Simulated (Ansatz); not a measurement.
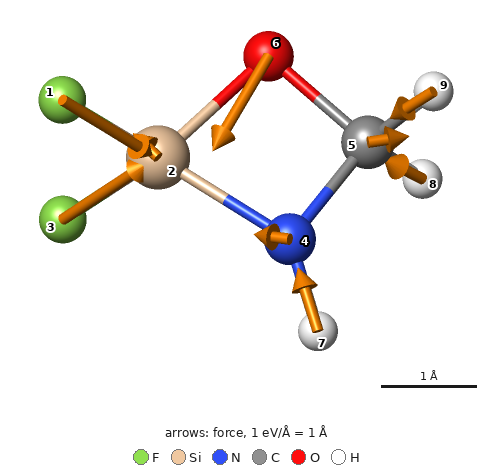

Starting geometry of CH$_{3}$F$_{2}$NOSi with the computed forces as orange arrows. Style: ball-and-stick. Shown at a tilt.

The start comes from PBE-D4/def2-SVP.

Theory: RKS PBE0-D4/def2-TZVP in Ansatz 0.2.0.

Input file:
```yaml
crystal:
  periodic: [false, false, false]
  atoms:
    - {symbol: F, position_ang: [2.132845, -1.252491, 0.503257]}
    - {symbol: Si, position_ang: [0.565182, -0.959619, 0.238269]}
    - {symbol: F, position_ang: [-0.081346, -2.443452, 0.168242]}
    - {symbol: N, position_ang: [0.121805, 0.225344, -0.915041]}
    - {symbol: C, position_ang: [-0.532529, 0.969687, 0.173677]}
    - {symbol: O, position_ang: [-0.164653, 0.128004, 1.296146]}
    - {symbol: H, position_ang: [-0.196661, 0.262296, -1.881907]}
    - {symbol: H, position_ang: [-1.641740, 1.032227, 0.076410]}
    - {symbol: H, position_ang: [-0.114503, 1.991603, 0.323847]}
basis:
  gaussian: {orbitals: def2-TZVP}
hamiltonian: {xc: pbe0, dispersion: d4}
relax: {f_tol: 0.005, max_steps: 150}
```

Launched with:
```bash
ansatz run in.yaml --threads 4 --pin off --events-out ev --progress --plain --max-ram 10444MiB
```

Q: What follows when this structure is relaxed?

A: It isn't relaxed: the largest force vector, on F1, is 1.54 eV/Å. The final displacements follow the starting forces only in part (cosine between the two patterns 0.64). The atom that moves furthest after the best rigid fit is F3 (0.077 Å). By element the largest moves are F 0.077 Å, H 0.074 Å, N 0.034 Å, O 0.026 Å, Si 0.024 Å, C 0.015 Å. Among the contacts that change: F1–Si2 1.617 → 1.573 Å, Si2–F3 1.620 → 1.577 Å, Si2–O6 1.684 → 1.642 Å, Si2–N4 1.712 → 1.691 Å. Bond angles that change, for instance: Si2–N4–H7 138.2° → 134.8°, C5–N4–H7 123.0° → 120.9°. Over 9 geometry steps the energy falls by 0.132 eV. The largest force component goes from 1.5 to 0.0029 eV/Å. The run took 41 s on 4 threads of Arm Neoverse V1, with other jobs on the host.
